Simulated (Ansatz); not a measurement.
The starting structures come from a database of crystals and need not be the phases stable at ambient conditions.

 Where the default PAW files enter, the runs use the earlier of Ansatz's two default sets.

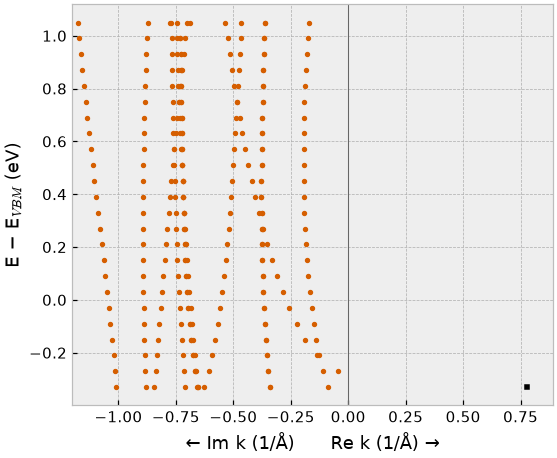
*Complex bands at the centre of the two-dimensional zone; r2SCAN (Ansatz, a program for electronic structure)*

The gap is the functional's own, uncorrected, and κ follows it; spin-orbit coupling is left out. Mid-gap values are interpolated between the computed energies.

Problem. This is PtS (P4_2/mmc, not sure to be the ambient phase, 4 atoms a cell, 18.7 Å³ an atom) along the normal of (100). Read off the slowest decay at the centre of the two-dimensional zone at 0.39 eV, the computed energy nearest the middle of the gap.

Solution. κ ≈ 0.19 1/Å, a decay length 1/(2κ) of the density of 2.6 Å.
